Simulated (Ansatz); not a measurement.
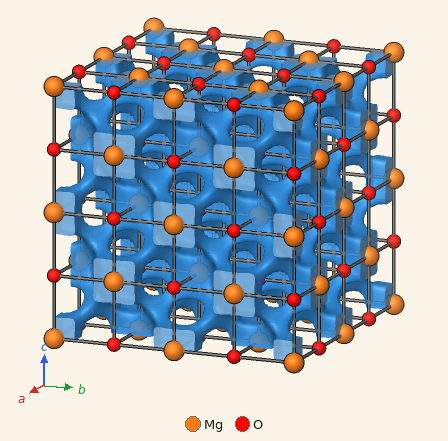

Bond-valence mismatch map for Mg2+ in MgO (Fm-3m, No. 225): the blue surface encloses the points where |V − 2| < 1 v.u. (2×2×2 cells, view slightly off an axis). Pale faces close the region where the drawn box cuts it.

At each point the valence sum V of a Mg2+ ion is computed from the anions within 5 Å (s = exp((R0 − d)/b), R0 fitted to published crystal structures with b = 0.37 Å; R0: Mg2+–O 1.677 Å). The other Mg2+ ions are ignored. This is an empirical screen for pathways, not an energy calculation.

Origin of the cell: a calculation's input that goes back to an entry of the Crystallography Open Database (an earlier step may have relaxed or displaced it).

```cif
data_structure
_symmetry_space_group_name_H-M 'Fm-3m'
_symmetry_Int_Tables_number 225
_cell_length_a 4.2703
_cell_length_b 4.2703
_cell_length_c 4.2703
_cell_angle_alpha 90.000
_cell_angle_beta 90.000
_cell_angle_gamma 90.000
_cell_volume 77.87
loop_
_atom_site_label
_atom_site_type_symbol
_atom_site_symmetry_multiplicity
_atom_site_Wyckoff_symbol
_atom_site_fract_x
_atom_site_fract_y
_atom_site_fract_z
_atom_site_occupancy
Mg1 Mg 4 a 0.00000 0.00000 0.00000 1
O1 O 4 b 0.50000 0.00000 0.00000 1
```

**What pathways for Mg2+ does the map suggest at this level (counting the regions that come within 0.6 Å of a Mg site)?**

The regions form a three-dimensional network.

**At which mismatch do paths open?**

From a mismatch of about 0.75 v.u. the regions form a three-dimensional network. These are grid estimates, good to about 0.1 v.u.

**What is the valence sum at the Mg sites themselves?**

1.78 v.u., against the formal 2.
